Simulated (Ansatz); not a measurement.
## Electronic structure of Cl$_{2}$H$_{2}$S$_{2}$Ti in real space

```xyz
7

Cl   -0.9306   -0.8635   -1.9711
Cl    1.6978    1.5604   -1.3737
S    -1.1294    1.4769    0.8277
S     1.1553   -1.1704    0.9563
Ti    0.2059    0.2607   -0.4963
H    -2.0321    0.4641    0.7666
H     1.7598   -1.8168   -0.0744
```

Geometry: PBE0-D4/def2-SVP.

The calculation used Ansatz, isolated molecule in a Gaussian basis; Kohn-Sham density functional theory, functional PBE0.

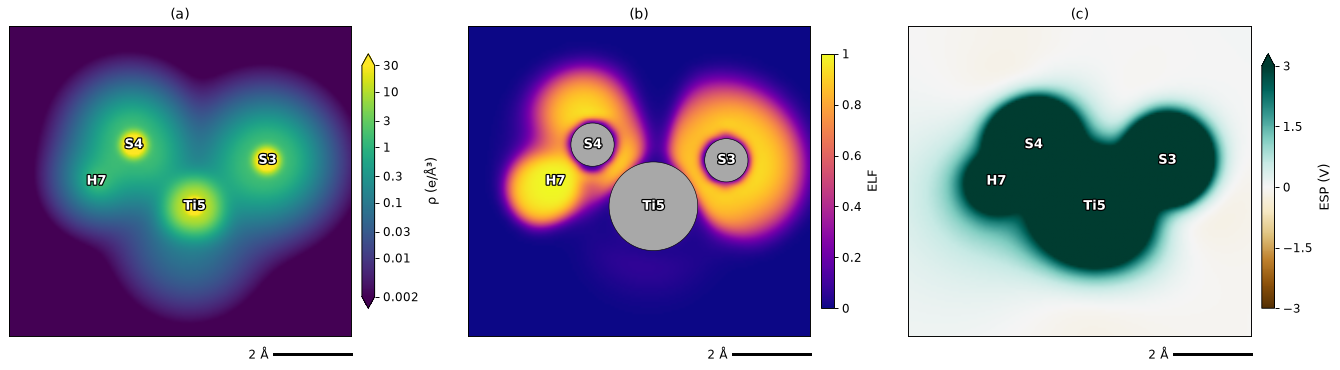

Figure 1. (a) electron density; (b) ELF; (c) electrostatic potential on the plane of atoms S3, Ti5 and S4. Grey discs cover the atomic cores in the ELF map.

What does the map show?

Atoms in the plane: S, Ti and H. Ti–S (2.24 Å): the density is about 0.72 e/Å³ at the midpoint; the ELF peaks at about 0.85 in the valence shell of S, 0.9 Å from its nucleus, and is about 0.60 at the midpoint. S–H (1.36 Å): ρ at the midpoint is about 1.4 e/Å³; the ELF climbs to about 1 towards the hydrogen, as it does in any bond to H. The potential has no marked negative region in this plane.

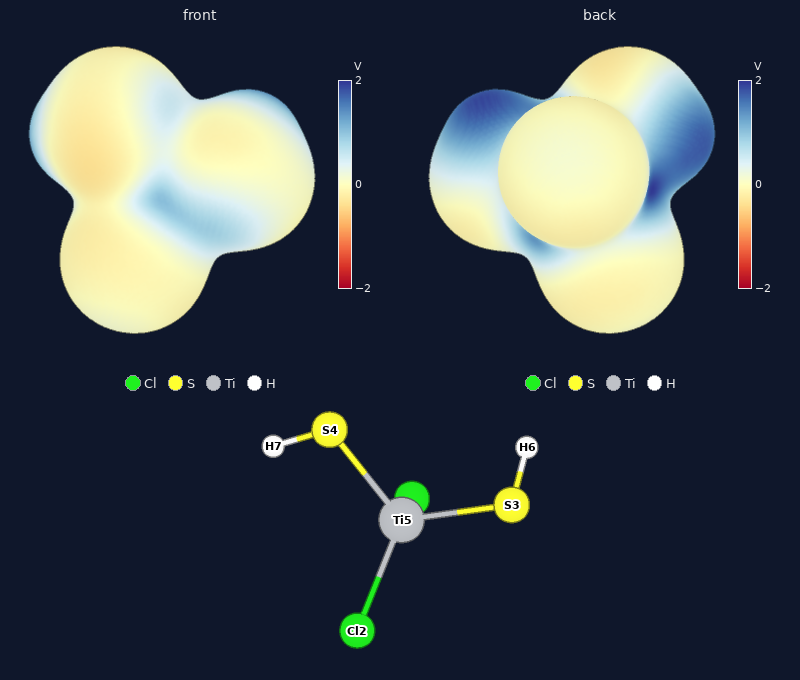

Figure 2. The electrostatic potential painted on the density surface at 0.002 e/bohr³, seen from the front and from behind; the colour scale runs from red (negative) to blue (positive). The bare structure is drawn below in the same view.

Describe the electrostatic potential map.

The most negative region (about −0.4 V, or −9 kcal/mol for a unit charge) lies over S4, the most positive (about +1.8 V, or +42 kcal/mol for a unit charge) over Ti5 and H6.

What dipole moment does the calculation give?

Its dipole moment is 0.81 D.

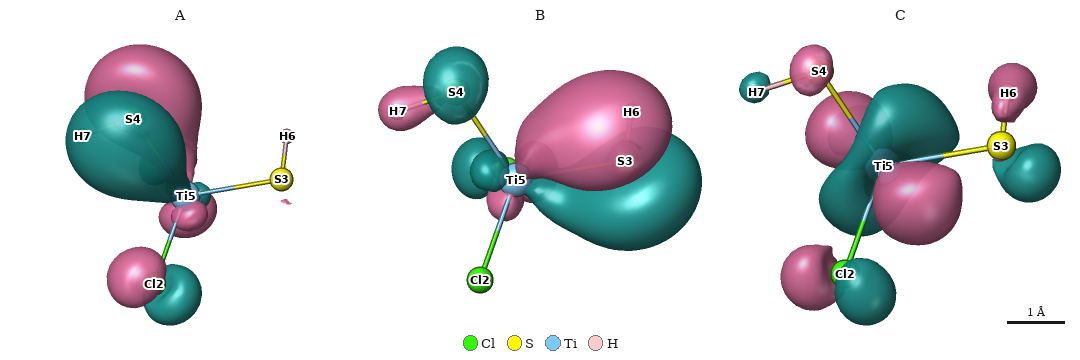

Figure 3. Three frontier orbitals at ±0.1 Å⁻³ᐟ² (teal and pink are the two phases), in no order.

Order the three orbitals by energy and name them.

B is the HOMO−1 (−8.50 eV). Its weight (Hirshfeld) is mainly on S3 (about 70 %) and Ti5 (about 15 %); largely a lone pair of S3. A is the HOMO (−8.14 eV). Its weight (Hirshfeld) is mainly on S4 (about 70 %), Ti5 (about 10 %), Cl2 (about 10 %) and Cl1 (about 5 %); largely a lone pair of S4. C is the LUMO (−3.34 eV). It lies mainly on Ti5 (about 70 %), S3 (about 10 %) and Cl2 (about 10 %).

What is the HOMO–LUMO gap?

4.80 eV between the orbital energies.
